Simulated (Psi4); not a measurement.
Run report: CH4ClSi (charge −1), single-point calculation (part 2 of 2)

Continued. System: CH4ClSi, charge −1, multiplicity 3, SMILES C[SiH-]Cl. Method: B3LYP/6-311+G**, UKS (Psi4 1.11). The geometry is that of the parent species in another charge or spin state. The geometry comes from this level: GFN2-xTB.

Geometry of the input (Å):
```
C  -0.5973  0.4545  -0.3244
Si 1.1503  -0.3401  -0.3141
Cl 0.6266  -2.3080  0.7429
H  -0.5079  1.5067  -0.6113
H  -1.1179  0.4154  0.6368
H  -1.2466  -0.0213  -1.0616
H  1.6928  0.2928  0.9317
```

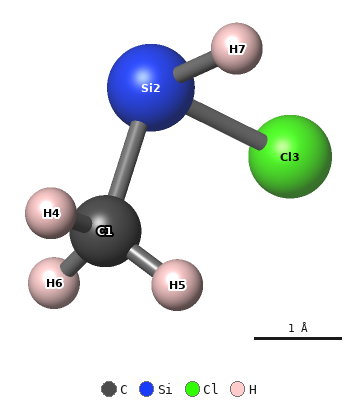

Fig. 1: The structure as given in the input (ball-and-stick view, seen at a tilt; atoms are numbered from 1 in the order of the input).

The program's output, continued:
```
    Nuclear Repulsion Energy =            130.6567047159828974
    One-Electron Energy =               -1357.7051886703222863
    Two-Electron Energy =                 482.1368964314224854
    DFT Exchange-Correlation Energy =     -45.3342426576394644
    Empirical Dispersion Energy =           0.0000000000000000
    VV10 Nonlocal Energy =                  0.0000000000000000
    Total Energy =                       -790.2458301805564815

  UHF NO Occupations:
  HONO-2 :   20  A 1.9995175
  HONO-1 :   21  A 1.0000000
  HONO-0 :   22  A 1.0000000
  LUNO+0 :   23  A 0.0004825
  LUNO+1 :   24  A 0.0002227
  LUNO+2 :   25  A 0.0001103
  LUNO+3 :   26  A 0.0000651

Computation Completed

Properties will be evaluated at   0.000000,   0.000000,   0.000000 [a0]

Properties computed using the SCF density matrix

 Multipole Moments:

 ------------------------------------------------------------------------------------
     Multipole            Electronic (a.u.)      Nuclear  (a.u.)        Total (a.u.)
 ------------------------------------------------------------------------------------

 L = 1.  Multiply by 2.5417464519 to convert [e a0] to [Debye]
 Dipole X            :          2.2742796           -3.3084882           -1.0342086
 Dipole Y            :         -8.3361382            7.1477920           -1.1883463
 Dipole Z            :          1.8531708           -1.2620488            0.5911219
 Magnitude           :                                                    1.6826109

 ------------------------------------------------------------------------------------

	total time  =         24 seconds =       0.40 minutes

Properties will be evaluated at   0.000000,   0.000000,   0.000000 [a0]
OEProp: No title given, name of density matrix used for the following properties is 'SCF alpha density'

 Multipole Moments:

 ------------------------------------------------------------------------------------
     Multipole            Electronic (a.u.)      Nuclear  (a.u.)        Total (a.u.)
 ------------------------------------------------------------------------------------

 L = 1.  Multiply by 2.5417464519 to convert [e a0] to [Debye]
 Dipole X            :          2.2742796           -3.3084882           -1.0342086
 Dipole Y            :         -8.3361382            7.1477920           -1.1883463
 Dipole Z            :          1.8531708           -1.2620488            0.5911219
 Magnitude           :                                                    1.6826109

 ------------------------------------------------------------------------------------

  Mayer Bond Indices:

  Total Bond Index:
  Irrep: 1 Size: 7 x 7

                 1                   2                   3                   4                   5

    1     0.00000000000000    -0.84398382686827    -0.05888313311181     0.98785141217988     0.91300867685469
    2    -0.84398382686827     0.00000000000000     0.26751257581740    -0.04315793344511     0.06795287900607
    3    -0.05888313311181     0.26751257581740     0.00000000000000     0.00796930390616     0.00671438196503
    4     0.98785141217988    -0.04315793344511     0.00796930390616     0.00000000000000    -0.01182992553016
    5     0.91300867685469     0.06795287900607     0.00671438196503    -0.01182992553016     0.00000000000000
    6     0.93735139938789     0.04074196972310     0.00290192165235    -0.00980499108859    -0.00914109412701
    7    -0.00795437518537     0.93689591030293    -0.02519945556375     0.00090830703374    -0.00063018101458

                 6                   7

    1     0.93735139938789    -0.00795437518537
    2     0.04074196972310     0.93689591030293
    3     0.00290192165235    -0.02519945556375
    4    -0.00980499108859     0.00090830703374
    5    -0.00914109412701    -0.00063018101458
    6     0.00000000000000     0.00420351558223
    7     0.00420351558223     0.00000000000000

  Alpha Contribution:
  Irrep: 1 Size: 7 x 7

                 1                   2                   3                   4                   5

    1     0.00000000000000    -1.26365058076366    -0.02829373641735     0.51027355786222     0.43839392339937
    2    -1.26365058076366     0.00000000000000    -0.18765317843891    -0.04216775957663     0.05986152478341
    3    -0.02829373641735    -0.18765317843891     0.00000000000000     0.00306681861749     0.00696979477522
    4     0.51027355786222    -0.04216775957663     0.00306681861749     0.00000000000000    -0.00738345591618
    5     0.43839392339937     0.05986152478341     0.00696979477522    -0.00738345591618     0.00000000000000
    6     0.45762260580564     0.03765241177422     0.00304116469443    -0.00575814080960    -0.00491847528243
    7     0.01104190577195     0.43539966088815    -0.01805742727498     0.00089281090659    -0.00151016860134

                 6                   7

    1     0.45762260580564     0.01104190577195
    2     0.03765241177422     0.43539966088815
    3     0.00304116469443    -0.01805742727498
    4    -0.00575814080960     0.00089281090659
    5    -0.00491847528243    -0.00151016860134
    6     0.00000000000000     0.00152991292922
    7     0.00152991292922     0.00000000000000

  Beta Contribution:
  Irrep: 1 Size: 7 x 7

                 1                   2                   3                   4                   5

    1     0.00000000000000     0.41966675389538    -0.03058939669447     0.47757785431766     0.47461475345532
    2     0.41966675389538     0.00000000000000     0.45516575425631    -0.00099017386849     0.00809135422266
    3    -0.03058939669447     0.45516575425631     0.00000000000000     0.00490248528867    -0.00025541281019
    4     0.47757785431766    -0.00099017386849     0.00490248528867     0.00000000000000    -0.00444646961398
    5     0.47461475345532     0.00809135422266    -0.00025541281019    -0.00444646961398     0.00000000000000
    6     0.47972879358225     0.00308955794887    -0.00013924304208    -0.00404685027899    -0.00422261884458
    7    -0.01899628095732     0.50149624941478    -0.00714202828877     0.00001549612716     0.00087998758676

                 6                   7

    1     0.47972879358225    -0.01899628095732
    2     0.00308955794887     0.50149624941478
    3    -0.00013924304208    -0.00714202828877
    4    -0.00404685027899     0.00001549612716
    5    -0.00422261884458     0.00087998758676
    6     0.00000000000000     0.00267360265301
    7     0.00267360265301     0.00000000000000

  Atomic Valences:

 #  #
 Irrep: 1
      1:    1.927390153256999
      2:    0.425961574536115
      3:    0.201015594665376
      4:    0.931936173055915
      5:    0.966074737154039
      6:    0.966252721129977
      7:    0.908223721155198

  Wiberg Bond Indices using Orthogonal Lowdin Orbitals:

  Total Bond Index:
  Irrep: 1 Size: 7 x 7

                 1                   2                   3                   4                   5

    1     0.00000000000000     1.20952842007159     0.12889020239258     0.96854392682162     0.95483751490454
    2     1.20952842007159     0.00000000000000     1.06052359137971     0.05576201189425     0.06164263808289
    3     0.12889020239258     1.06052359137971     0.00000000000000     0.00955322400816     0.01452088833374
    4     0.96854392682162     0.05576201189425     0.00955322400816     0.00000000000000     0.03622574494681
    5     0.95483751490454     0.06164263808289     0.01452088833374     0.03622574494681     0.00000000000000
    6     0.96783797783309     0.05149422948975     0.00890982666613     0.03730957305491     0.03597775696188
    7     0.06096924165164     0.91198094272475     0.06162606486686     0.00247677267113     0.00393962261777

                 6                   7

    1     0.96783797783309     0.06096924165164
    2     0.05149422948975     0.91198094272475
    3     0.00890982666613     0.06162606486686
    4     0.03730957305491     0.00247677267113
    5     0.03597775696188     0.00393962261777
    6     0.00000000000000     0.00793019435025
    7     0.00793019435025     0.00000000000000

  Alpha Contribution:
  Irrep: 1 Size: 7 x 7

                 1                   2                   3                   4                   5

    1     0.00000000000000     0.67526975235036     0.06284349194023     0.49160910986845     0.48428075635560
    2     0.67526975235036     0.00000000000000     0.46060175423033     0.02713172178591     0.03060391614005
    3     0.06284349194023     0.46060175423033     0.00000000000000     0.00371945885282     0.00734027317817
    4     0.49160910986845     0.02713172178591     0.00371945885282     0.00000000000000     0.01855645532808
    5     0.48428075635560     0.03060391614005     0.00734027317817     0.01855645532808     0.00000000000000
    6     0.48452652282509     0.02782936273775     0.00417114855095     0.01885584954177     0.01799268303213
    7     0.02442664683987     0.47324579784642     0.02734182263461     0.00087870654278     0.00283498664247

                 6                   7

    1     0.48452652282509     0.02442664683987
    2     0.02782936273775     0.47324579784642
    3     0.00417114855095     0.02734182263461
    4     0.01885584954177     0.00087870654278
    5     0.01799268303213     0.00283498664247
    6     0.00000000000000     0.00437113664094
    7     0.00437113664094     0.00000000000000

  Beta Contribution:
  Irrep: 1 Size: 7 x 7

                 1                   2                   3                   4                   5

    1     0.00000000000000     0.53425866772122     0.06604671045235     0.47693481695317     0.47055675854894
    2     0.53425866772122     0.00000000000000     0.59992183714938     0.02863029010835     0.03103872194284
    3     0.06604671045235     0.59992183714938     0.00000000000000     0.00583376515534     0.00718061515557
    4     0.47693481695317     0.02863029010835     0.00583376515534     0.00000000000000     0.01766928961873
    5     0.47055675854894     0.03103872194284     0.00718061515557     0.01766928961873     0.00000000000000
    6     0.48331145500800     0.02366486675200     0.00473867811518     0.01845372351314     0.01798507392975
    7     0.03654259481177     0.43873514487833     0.03428424223225     0.00159806612836     0.00110463597530

                 6                   7

    1     0.48331145500800     0.03654259481177
    2     0.02366486675200     0.43873514487833
    3     0.00473867811518     0.03428424223225
    4     0.01845372351314     0.00159806612836
    5     0.01798507392975     0.00110463597530
    6     0.00000000000000     0.00355905770930
    7     0.00355905770930     0.00000000000000

  Atomic Valences:

 #  #
 Irrep: 1
      1:    4.290607283675062
      2:    3.350931833642949
      3:    1.284023797647191
      4:    1.109871253396897
      5:    1.107144165847618
      6:    1.109459558356011
      7:    1.048922838882396
```

Standard output:
```
Memory set to   1.490 GiB by Python driver.
  Threads set to 1 by Python driver.
total energy -790.24583018 hartree = -21503.68432 eV
CURRENT ENERGY                                   -790.2458301806
CURRENT REFERENCE ENERGY                         -790.2458301806
DD SOLVATION ENERGY                                 0.0000000000
DFT FUNCTIONAL TOTAL ENERGY                      -790.2458301806
DFT TOTAL ENERGY                                 -790.2458301806
DFT VV10 ENERGY                                     0.0000000000
DFT XC ENERGY                                     -45.3342426576
GRID ELECTRONS ALPHA                               22.0000030701
GRID ELECTRONS BETA                                20.0000004861
GRID ELECTRONS TOTAL                               42.0000035562
NUCLEAR REPULSION ENERGY                          130.6567047160
ONE-ELECTRON ENERGY                             -1357.7051886703
PCM POLARIZATION ENERGY                             0.0000000000
PE ENERGY                                           0.0000000000
SCF ITERATION ENERGY                             -790.2458301806
SCF ITERATIONS                                     16.0000000000
SCF TOTAL ENERGY                                 -790.2458301806
TWO-ELECTRON ENERGY                               482.1368964314
XC GRID RADIAL POINTS                              99.0000000000
XC GRID SPHERICAL POINTS                          590.0000000000
XC GRID TOTAL POINTS                           392320.0000000000
```

Summary:

- outcome: converged
- total energy: −790.245830 hartree
- basis functions: 106
- ⟨S²⟩: 2.002
- wall time: 25 s
- peak memory: 0.63 GiB

The record of the run, not the program, notes: unbound anion.
